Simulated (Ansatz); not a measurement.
# WH+ (triplet): wave-function methods side by side, def2-TZVPP

Aim: climb from Hartree-Fock through coupled cluster and multireference methods for WH+ (triplet) at one geometry and basis, and see what each rung misses.

Program: Ansatz 0.2.0, Gaussian basis. Level of theory: def2-TZVPP, core rule «outside noble gas», up to 4 orbitals frozen. These are calculated values, not measurements.

Plan: UHF; CCSD(T) on ROHF; CCSD(T) on UHF; CCSDT(Q) on ROHF; CCSDT(Q) on UHF; CASSCF and MRCISD+Q, 6 electrons in 7 orbitals; CASSCF and NEVPT2, 6 electrons in 7 orbitals.

8 further runs of the same task are left out: 3 for a known fault of the program, 2 that didn't finish, 3 set aside as unsound or not needed. Runs told in other sessions of the task aren't counted.

### Step 1. The geometry

The geometry is a PBE0/def2-TZVP stationary point (not a proven minimum) of the parent state, kept for this charge and spin. No spin-orbit coupling is included. Elements past krypton take def2 core potentials.

2 atoms, charge 1, spin multiplicity 3.

Atoms are counted from 1 here; the program's logs count them from 0.

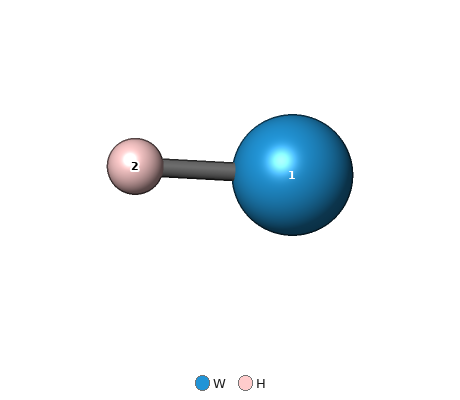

The geometry (tungsten blue, hydrogen pink); atoms are numbered from 1 in the order of the file.

In the tables R marks a restricted open-shell determinant and U an unrestricted one; 'valence' is the active space of 6 electrons in 7 orbitals; energies count from the table's Hartree-Fock row.

### Step 2. UHF

Contents of in.yaml:

```yaml
crystal:
  periodic: [false, false, false]
  atoms:
    - {symbol: W, position_ang: [0.000000, 0.000000, 0.000000]}
    - {symbol: H, position_ang: [0.000000, 0.000000, 1.689800]}
basis:
  gaussian: {orbitals: def2-TZVPP}
total_charge: 1
magnetization: {spin_polarized: true, initial_magnetization: 2}
hamiltonian: {xc: hf}
output: {orbitals: {seedname: orbitals}}
```

Started as:

```bash
ansatz run in.yaml --threads 1 --pin off --events-out ev --progress --plain --max-ram 2624MiB --backend cpu
```

What it wrote:

```text
Functional definition: HF
  name "HF"
  cite "Fock, Z. Phys. 61, 126 (1930) doi:10.1007/BF01340294"
  parent pbe
  exchange = exact_x
  correlation = 0
581 factors; their error is unknown
mean field evaluation 1: about -1809.5509 eV, gradient 1.4e1 eV
mean field evaluation 2: about -1810.3381 eV, gradient 5.4e0 eV
mean field evaluation 4: about -1810.5029 eV, gradient 6.3e-1 eV
mean field evaluation 8: about -1810.5235 eV, gradient 8.1e-2 eV
mean field evaluation 16: about -1809.5848 eV, gradient 1.4e1 eV
mean field evaluation 32: about -1812.4127 eV, gradient 7.5e-1 eV
mean field evaluation 64: about -1812.3696 eV, gradient 1.2e-2 eV
mean field evaluation 96: about -1812.2844 eV, gradient 4.6e0 eV
mean field evaluation 128: about -1811.4885 eV, gradient 1.3e1 eV
mean field evaluation 160: about -1812.1853 eV, gradient 7.1e-1 eV
mean field evaluation 192: about -1812.4084 eV, gradient 2.3e-1 eV
mean field evaluation 224: about -1812.2448 eV, gradient 1.8e-1 eV
mean field evaluation 256: about -1812.2599 eV, gradient 3.5e-1 eV
mean field evaluation 288: about -1812.0310 eV, gradient 4.5e0 eV
mean field evaluation 320: about -1811.7780 eV, gradient 2.0e0 eV
mean field evaluation 352: about -1811.3759 eV, gradient 2.2e-1 eV
mean field evaluation 384: about -1812.2146 eV, gradient 6.5e-1 eV
mean field evaluation 416: about -1810.5029 eV, gradient 6.3e-1 eV
mean field evaluation 448: about -1810.9891 eV, gradient 5.9e0 eV
mean field -1812.45146846 eV, -66.6063629423 hartree, gradient 5.6e-6 eV, S^2 3.004429; 13 other end points of the search recorded, 0 dependent functions left out
reference -1812.45146846 eV, -66.6063629423 hartree; 8, 6 occupied and 62, 64 virtual orbitals, 581 factors
Total energy: -1812.45146846 eV, -66.6063629423 hartree
```

Wall time 3.9 s (1 thread of AMD EPYC 7R13, shared host).

From the report: ⟨S²⟩ of the determinant 3.004 (pure triplet: 2.00). The determinant of HF (⟨S²⟩ 3.00) is far from a pure spin state, so its energy mixes those of several spin states; that is harmless only where they are near-degenerate.

### Step 3. CCSD(T) on ROHF

in.yaml: that of step 2 with these lines changed.

```diff
@@ -8,4 +8,3 @@
 total_charge: 1
-magnetization: {spin_polarized: true, initial_magnetization: 2}
-hamiltonian: {xc: hf}
-output: {orbitals: {seedname: orbitals}}
+magnetization: {spin_polarized: false, initial_magnetization: 2}
+correlation: {method: ccsd_t, electrons: outside_noble_gas}
```

The command is unchanged.

What it wrote (excerpt; [...] marks lines left out):

```text
Functional definition: HF
  name "HF"
  cite "Fock, Z. Phys. 61, 126 (1930) doi:10.1007/BF01340294"
  parent pbe
[...]
441 factors; integrals over basis functions are off by at most 1.3e-3 eV
[...]
mean field -1811.33589718 eV, -66.5653664539 hartree, gradient 2.5e-6 eV, S^2 2.000000; 45 other end points of the search recorded, 0 dependent functions left out
[...]
determinant -1811.33589718 eV, -66.5653664539 hartree, with singles and doubles -1814.81921821 eV, -66.6933761406 hartree
determinant -1811.33136336 eV, -66.5651998390 hartree, with singles and doubles -1814.84936398 eV, -66.6944839773 hartree
determinant -1811.29445385 eV, -66.5638434394 hartree, with singles and doubles -1814.71637041 eV, -66.6895965536 hartree
determinant -1811.29046469 eV, -66.5636968406 hartree, with singles and doubles -1814.69706797 eV, -66.6888872021 hartree
[...]
determinant -1811.24215166 eV, -66.5619213696 hartree, with singles and doubles -1814.64015355 eV, -66.6867956357 hartree
determinant -1811.24215166 eV, -66.5619213696 hartree, with singles and doubles -1814.69017870 eV, -66.6886340260 hartree
[...]
unrestricted determinant -1812.45149633 eV, -66.6063639664 hartree, S^2 3.0044
4 core orbitals not correlated: weight in the atoms' cores, before any rotation towards them, 0.999 or more for the frozen orbitals, at most 0.000 for the correlated occupied ones
reference -1811.33136336 eV, -66.5651998390 hartree; 4, 2 occupied and 62, 64 virtual orbitals, 441 factors
second order -2.81462175 eV of doubles, -0.02112773 eV of singles
cycle   1  -3.45746425 eV  change    4.1e-7 eV  update   8.3e-6
[...]
cycle   7  -3.45746694 eV  change   -2.1e-6 eV  update   2.9e-6
perturbative correction -0.22287366 eV, -0.0081904560 hartree
WARN: the results are in doubt because among natural orbitals the method converges to other amplitudes
Total energy: -1815.01170397 eV, -66.7004498616 hartree
In doubt: among natural orbitals the method converges to other amplitudes
```

Wall time 2.5 min (1 thread of AMD EPYC 7R13, shared host); peak memory 0.34 GiB.

From the report: correlation -3.6803 eV; T1 0.047; largest double amplitude 0.20. Mind the lines of doubt at the end of the log.

### Step 4. CCSD(T) on UHF

in.yaml: that of step 3 with these lines changed.

```diff
@@ -8,3 +8,3 @@
 total_charge: 1
-magnetization: {spin_polarized: false, initial_magnetization: 2}
+magnetization: {spin_polarized: true, initial_magnetization: 2}
 correlation: {method: ccsd_t, electrons: outside_noble_gas}
```

Same command.

What it wrote (excerpt; [...] marks lines left out):

```text
Functional definition: HF
  name "HF"
  cite "Fock, Z. Phys. 61, 126 (1930) doi:10.1007/BF01340294"
  parent pbe
[...]
441 factors; integrals over basis functions are off by at most 1.3e-3 eV
[...]
mean field -1812.45149633 eV, -66.6063639664 hartree, gradient 2.1e-6 eV, S^2 3.004429; 38 other end points of the search recorded, 0 dependent functions left out
determinant -1812.45149633 eV, -66.6063639664 hartree, with singles and doubles -1815.60683378 eV, -66.7223204788 hartree
determinant -1812.43439073 eV, -66.6057353471 hartree, with singles and doubles -1815.59508228 eV, -66.7218886191 hartree
determinant -1812.43397212 eV, -66.6057199636 hartree, with singles and doubles -1815.59547431 eV, -66.7219030261 hartree
determinant -1812.40838741 eV, -66.6047797428 hartree, with singles and doubles -1815.59456926 eV, -66.7218697659 hartree
[...]
determinant -1811.22034203 eV, -66.5611198803 hartree, with singles and doubles -1814.47776113 eV, -66.6808278244 hartree
determinant -1811.10767799 eV, -66.5569795531 hartree, with singles and doubles -1814.43410245 eV, -66.6792233974 hartree
determinant -1811.36841397 eV, -66.5665614240 hartree, with no singles and doubles
4 core orbitals not correlated: weight in the atoms' cores, before any rotation towards them, 0.999 or more for the frozen orbitals, at most 0.000 for the correlated occupied ones
reference -1812.13857845 eV, -66.5948644465 hartree; 4, 2 occupied and 62, 64 virtual orbitals, 441 factors
second order -2.53372318 eV of doubles, -0.00000000 eV of singles
cycle   1  -3.42500419 eV  change   -5.1e-7 eV  update   3.6e-6
perturbative correction -0.43250696 eV, -0.0158943377 hartree
WARN: the results are in doubt because among natural orbitals the method converges to other amplitudes
Total energy: -1815.99608960 eV, -66.7366253666 hartree
In doubt: among natural orbitals the method converges to other amplitudes
```

Wall time 89 s (1 thread of AMD EPYC 7R13, shared host); peak memory 0.33 GiB.

From the report: ⟨S²⟩ of the determinant 3.016 (pure triplet: 2.00); correlation -3.8575 eV; T1 0.032; largest double amplitude 0.31. The determinant of CCSD(T) (⟨S²⟩ 3.02) is far from a pure spin state, so its energy mixes those of several spin states; high orders of coupled cluster remove much of that, low ones don't. The program marks this result as in doubt; its last lines say why.

### Step 5. CCSDT(Q) on ROHF

in.yaml: that of step 4 with these lines changed.

```diff
@@ -8,3 +8,3 @@
 total_charge: 1
-magnetization: {spin_polarized: true, initial_magnetization: 2}
-correlation: {method: ccsd_t, electrons: outside_noble_gas}
+magnetization: {spin_polarized: false, initial_magnetization: 2}
+correlation: {method: ccsdt_q, electrons: outside_noble_gas}
```

Started as:

```bash
ansatz run in.yaml --threads 2 --pin off --events-out ev --progress --plain --max-ram 31488MiB --backend cuda --devices 0, --max-vram 37GiB
```

What it wrote (excerpt; [...] marks lines left out):

```text
Functional definition: HF
  name "HF"
  cite "Fock, Z. Phys. 61, 126 (1930) doi:10.1007/BF01340294"
  parent pbe
[...]
830 factors; integrals over basis functions are off by at most 2.2e-7 eV
[...]
mean field -1811.33590171 eV, -66.5653666202 hartree, gradient 2.4e-6 eV, S^2 2.000000; 53 other end points of the search recorded, 0 dependent functions left out
[...]
determinant -1811.33590171 eV, -66.5653666202 hartree, with singles and doubles -1814.81920806 eV, -66.6933757677 hartree
determinant -1811.33136793 eV, -66.5652000071 hartree, with singles and doubles -1814.84982345 eV, -66.6945008624 hartree
determinant -1811.29445738 eV, -66.5638435692 hartree, with singles and doubles -1814.71627188 eV, -66.6895929326 hartree
determinant -1811.29046846 eV, -66.5636969792 hartree, with singles and doubles -1814.69678898 eV, -66.6888769492 hartree
[...]
determinant -1811.12583878 eV, -66.5576469501 hartree, with singles and doubles -1814.67929862 eV, -66.6882341906 hartree
determinant -1811.24215500 eV, -66.5619214921 hartree, with singles and doubles -1814.64015161 eV, -66.6867955642 hartree
determinant -1811.24215500 eV, -66.5619214921 hartree, with singles and doubles -1814.69020892 eV, -66.6886351366 hartree
unrestricted determinant -1812.45150123 eV, -66.6063641465 hartree, S^2 3.0044
4 core orbitals not correlated: weight in the atoms' cores, before any rotation towards them, 0.999 or more for the frozen orbitals, at most 0.000 for the correlated occupied ones
reference -1811.33136793 eV, -66.5652000071 hartree; 4, 2 occupied and 62, 64 virtual orbitals, 830 factors
second order -2.81462880 eV of doubles, -0.02112784 eV of singles
cycle   1  -3.13085413 eV  change   -2.9e-1 eV  update   7.3e-2
[...]
cycle  99  -3.80300379 eV  change   -2.2e-7 eV  update   3.5e-7
perturbative correction -0.03194908 eV, -0.0011741070 hartree
Total energy: -1815.16632081 eV, -66.7061319258 hartree
```

Wall time 2.4 min (1 × H100 (card shared with other runs) with 2 threads of AMD EPYC 7R13, shared host); peak host memory 0.89 GiB.

From the report: correlation -3.8350 eV; T1 0.067; largest double amplitude 0.37.

### Step 6. CCSDT(Q) on UHF

in.yaml: that of step 5 with these lines changed.

```diff
@@ -8,3 +8,3 @@
 total_charge: 1
-magnetization: {spin_polarized: false, initial_magnetization: 2}
+magnetization: {spin_polarized: true, initial_magnetization: 2}
 correlation: {method: ccsdt_q, electrons: outside_noble_gas}
```

The command is unchanged.

What it wrote (excerpt; [...] marks lines left out):

```text
Functional definition: HF
  name "HF"
  cite "Fock, Z. Phys. 61, 126 (1930) doi:10.1007/BF01340294"
  parent pbe
[...]
830 factors; integrals over basis functions are off by at most 2.2e-7 eV
[...]
mean field -1812.45150123 eV, -66.6063641465 hartree, gradient 5.9e-6 eV, S^2 3.004429; 39 other end points of the search recorded, 0 dependent functions left out
determinant -1812.45150123 eV, -66.6063641465 hartree, with singles and doubles -1815.60670338 eV, -66.7223156867 hartree
determinant -1812.43439562 eV, -66.6057355270 hartree, with singles and doubles -1815.59561642 eV, -66.7219082487 hartree
determinant -1812.43397699 eV, -66.6057201424 hartree, with singles and doubles -1815.59607225 eV, -66.7219250000 hartree
determinant -1812.40839211 eV, -66.6047799155 hartree, with singles and doubles -1815.59445934 eV, -66.7218657266 hartree
[...]
determinant -1811.22034690 eV, -66.5611200592 hartree, with singles and doubles -1814.47776192 eV, -66.6808278532 hartree
determinant -1811.10768232 eV, -66.5569797123 hartree, with singles and doubles -1814.43410213 eV, -66.6792233856 hartree
determinant -1811.36841690 eV, -66.5665615313 hartree, with no singles and doubles
4 core orbitals not correlated: weight in the atoms' cores, before any rotation towards them, 0.999 or more for the frozen orbitals, at most 0.000 for the correlated occupied ones
reference -1812.13858339 eV, -66.5948646279 hartree; 4, 2 occupied and 62, 64 virtual orbitals, 830 factors
second order -2.53372746 eV of doubles, -0.00000000 eV of singles
cycle   1  -2.82536290 eV  change   -2.9e-1 eV  update   6.9e-2
[...]
cycle   8  -3.98860459 eV  change    2.1e-7 eV  update   8.1e-8
perturbative correction -0.03607649 eV, -0.0013257865 hartree
WARN: the results are in doubt because among natural orbitals full CI differs from the method by +1.602 eV
Total energy: -1816.16326447 eV, -66.7427689296 hartree
In doubt: among natural orbitals full CI differs from the method by +1.602 eV
```

It took 1.9 min on 1 × H100 (card shared with other runs) with 2 threads of AMD EPYC 7R13, shared host; peak host memory 0.88 GiB.

From the report: ⟨S²⟩ of the determinant 3.016 (pure triplet: 2.00); correlation -4.0247 eV; T1 0.040; largest double amplitude 0.56. The determinant of CCSDT(Q) (⟨S²⟩ 3.02) is far from a pure spin state, so its energy mixes those of several spin states; high orders of coupled cluster remove much of that, low ones don't. Mind the lines of doubt at the end of the log.

### Step 7. CASSCF and MRCISD+Q, 6 electrons in 7 orbitals

Contents of in.yaml:

```yaml
crystal:
  periodic: [false, false, false]
  atoms:
    - {symbol: W, position_ang: [0.000000, 0.000000, 0.000000]}
    - {symbol: H, position_ang: [0.000000, 0.000000, 1.689800]}
basis:
  gaussian: {orbitals: def2-TZVPP}
total_charge: 1
magnetization: {spin_polarized: false, initial_magnetization: 2}
correlation: {method: fic_mrcisd_q, electrons: outside_noble_gas, active_space: {window: {electrons: 6, orbitals: 7}, shells: [{species: H, l: s, shell: 1}, {species: W, l: s, shell: 6}, {species: W, l: d, shell: 5}]}}
```

Launched as before.

What it wrote (excerpt; [...] marks lines left out):

```text
Functional definition: HF
  name "HF"
  cite "Fock, Z. Phys. 61, 126 (1930) doi:10.1007/BF01340294"
  parent pbe
[...]
830 factors; integrals over basis functions are off by at most 2.2e-7 eV
[...]
mean field -1811.33590171 eV, -66.5653666202 hartree, gradient 2.4e-6 eV, S^2 2.000000; 41 other end points of the search recorded, 0 dependent functions left out
reference -1811.33590171 eV, -66.5653666202 hartree; 8, 6 occupied and 62, 64 virtual orbitals, 830 factors
state -1812.95278522 eV, -66.6247859933 hartree
contracted CI cycle   1: correlation 0.00000000 eV, 0.0000000000 hartree, residual 1.35e1 eV
contracted CI cycle   2: correlation -2.28378230 eV, -0.0839274515 hartree, residual 2.24e0 eV
contracted CI cycle   3: correlation -2.35587397 eV, -0.0865767717 hartree, residual 6.18e-1 eV
contracted CI cycle   4: correlation -2.36299765 eV, -0.0868385621 hartree, residual 2.23e-1 eV
contracted CI cycle   5: correlation -2.36381386 eV, -0.0868685572 hartree, residual 7.63e-2 eV
contracted CI cycle   6: correlation -2.36391540 eV, -0.0868722888 hartree, residual 2.61e-2 eV
contracted CI cycle   7: correlation -2.36392546 eV, -0.0868726582 hartree, residual 7.78e-3 eV
contracted CI cycle   8: correlation -2.36392646 eV, -0.0868726951 hartree, residual 2.59e-3 eV
contracted CI cycle   9: correlation -2.36392657 eV, -0.0868726992 hartree, residual 9.91e-4 eV
state -1812.95278522 eV, -66.6247859933 hartree; corrected -1815.42029430 eV, -66.7154652795 hartree
Total energy: -1815.42029430 eV, -66.7154652795 hartree
Checks for a lower state left out: starts, orbital_swaps
```

Wall time 36 s (1 × H100 (card shared with other runs) with 2 threads of AMD EPYC 7R13, shared host); peak host memory 0.8 GiB.

From the report: 300 determinants; active occupations 1.95, 1.00, 1.00, 0.81, 0.60, 0.60, 0.05.

### Step 8. CASSCF and NEVPT2, 6 electrons in 7 orbitals

Contents of in.yaml:

```yaml
crystal:
  periodic: [false, false, false]
  atoms:
    - {symbol: W, position_ang: [0.000000, 0.000000, 0.000000]}
    - {symbol: H, position_ang: [0.000000, 0.000000, 1.689800]}
basis:
  gaussian: {orbitals: def2-TZVPP}
total_charge: 1
magnetization: {spin_polarized: false, initial_magnetization: 2}
correlation: {method: sc_nevpt2, electrons: outside_noble_gas, active_space: {window: {electrons: 6, orbitals: 7}, shells: [{species: H, l: s, shell: 1}, {species: W, l: s, shell: 6}, {species: W, l: d, shell: 5}]}}
```

Started as:

```bash
ansatz run in.yaml --threads 1 --pin off --events-out ev --progress --plain --max-ram 2624MiB --backend cpu
```

What it wrote (excerpt; [...] marks lines left out):

```text
Functional definition: HF
  name "HF"
  cite "Fock, Z. Phys. 61, 126 (1930) doi:10.1007/BF01340294"
  parent pbe
[...]
830 factors; integrals over basis functions are off by at most 2.2e-7 eV
[...]
mean field -1811.33590171 eV, -66.5653666202 hartree, gradient 5.2e-6 eV, S^2 2.000000; 30 other end points of the search recorded, 0 dependent functions left out
reference -1811.33590171 eV, -66.5653666202 hartree; 8, 6 occupied and 62, 64 virtual orbitals, 830 factors
state -1812.95278522 eV, -66.6247859933 hartree
state -1812.95278522 eV, -66.6247859933 hartree; corrected -1814.81894754 eV, -66.6933661938 hartree
Total energy: -1814.81894754 eV, -66.6933661938 hartree
Checks for a lower state left out: starts, orbital_swaps
```

It took 8.5 s on 1 thread of AMD EPYC 7R13, shared host.

From the report: 300 determinants; active occupations 1.95, 1.00, 1.00, 0.81, 0.60, 0.60, 0.05.

### Step 9. Natural occupations

Natural occupations of the CASSCF valence state about the gap (report; correlated orbitals 1 to 7): 1.951, 0.999, 0.999, 0.813, 0.596, 0.596, 0.048. The count of effectively unpaired electrons, Σ n²(2 − n)², is 4.35; a single determinant of this spin has 2.

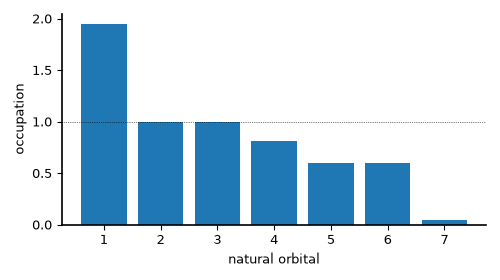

Natural occupations of the CASSCF valence state.

### Step 10. All levels against the top one

No level here is safe as a reference; RCCSDT(Q) serves as a yardstick only. Rows without a time are mean-field rows or come out of runs for another level: lower rungs of the coupled-cluster runs, CASSCF and MRCISD of the multireference runs, or the Hartree-Fock search.

Differences are taken before rounding.

```csv
method,energy from the lowest ROHF (meV),from RCCSDT(Q) (meV),time
ROHF,0.0,+3830.4,
RMP2,-2831.2,+999.2,
UMP2,-3336.4,+494.0,
RCCSD,-3452.9,+377.5,
UCCSD,-4227.7,-397.3,
RCCSD(T),-3675.8,+154.6,2.5 min
UCCSD(T),-4660.2,-829.8,89 s
RCCSDT,-3798.5,+31.9,
UCCSDT,-4791.3,-960.9,
RCCSDT(Q),-3830.4,0,2.4 min (GPU)
UCCSDT(Q),-4827.4,-996.9,1.9 min (GPU)
CASSCF valence,-1616.9,+2213.5,
NEVPT2 valence,-3483.1,+347.4,8.5 s
MRCISD valence,-3980.8,-150.4,
MRCISD+Q valence,-4084.4,-254.0,36 s (GPU)
```

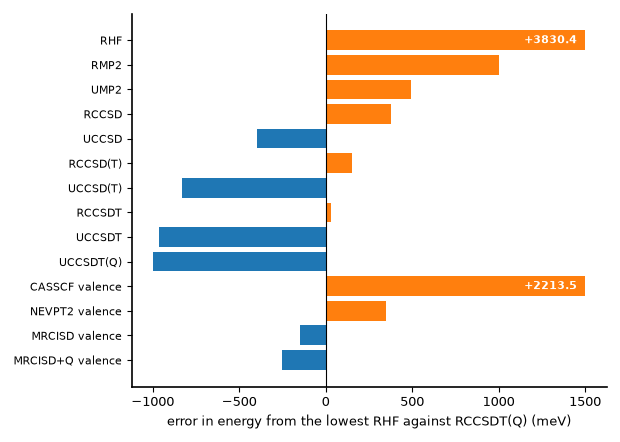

How far each level lands from RCCSDT(Q). Bars with a number in them are cut short.

Some runs used a GPU and others CPU threads alone; cost is compared among the CPU runs only.

Left out of the table: UHF (another determinant or state than the rows shown).

The program flags RCCSD(T), UCCSD(T), UCCSDT(Q) as in doubt (see the logs), so read those rows with care; the flags are large difference, other amplitudes.

### Step 11. Results

| quantity | value |
| --- | --- |
| RCCSDT(Q) from the ROHF energy | -3.8304 eV |
| RMP2 from RCCSDT(Q) | +999.2 meV |
| UMP2 from RCCSDT(Q) | +494.0 meV |
| RCCSD from RCCSDT(Q) | +377.5 meV |
| RCCSD(T) from RCCSDT(Q) | +154.6 meV |
| UCCSD(T) from RCCSDT(Q) | -829.8 meV |
| UCCSDT(Q) from RCCSDT(Q) | -996.9 meV |
| NEVPT2 valence from RCCSDT(Q) | +347.4 meV |
| MRCISD+Q valence from RCCSDT(Q) | -254.0 meV |
| T1 diagnostic | 0.047 |
| effectively unpaired electrons | 4.35 |

RCCSD(T) lands +154.6 meV from the yardstick (4.0 % of the correlation energy). CCSD(T) misses by +154.6 meV on the restricted determinant and by -829.8 meV on the unrestricted one; the two need not hold the same state or core. With 4.3 effectively unpaired electrons against 2 the state is strongly multireference. Coupled cluster took another determinant than the lowest Hartree-Fock one. Warnings: spin contamination; coupled cluster took another determinant than the lowest; large T1 diagnostic.

The restricted and unrestricted ladders end 1.00 eV apart at CCSDT(Q), which points to two states or an unsound top rung; rows of one don't measure the error of the other.
